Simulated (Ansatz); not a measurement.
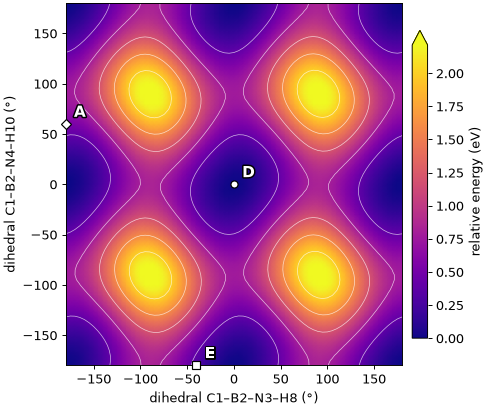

CH7BN2, SMILES CB(N)N. 
- First axis: dihedral C1–B2–N3–H8. Second axis: dihedral C1–B2–N4–H10.
- Nothing is relaxed (all other coordinates rigid).
- The scan uses an 18 × 18 grid.
- All energies are given in eV relative to the lowest grid point.
- The calculation used RKS B3LYP-D4/def2-SVP in Ansatz 0.2.0.

The picture shows a smooth colour map with a few white contour lines, one colour for all values above the top of the scale, lettered points. Between grid points the surface is interpolated.

Rank the lettered points by energy, lowest first.

Answer. D (0.0031 eV), E (0.32 eV), A (0.55 eV).

What kind of point is each of A, D, E: minimum, saddle, maximum or slope?

Answer. A: on a slope; D: minimum; E: on a slope. (In these two coordinates alone; a stationary point may lie a little off the grid point.)
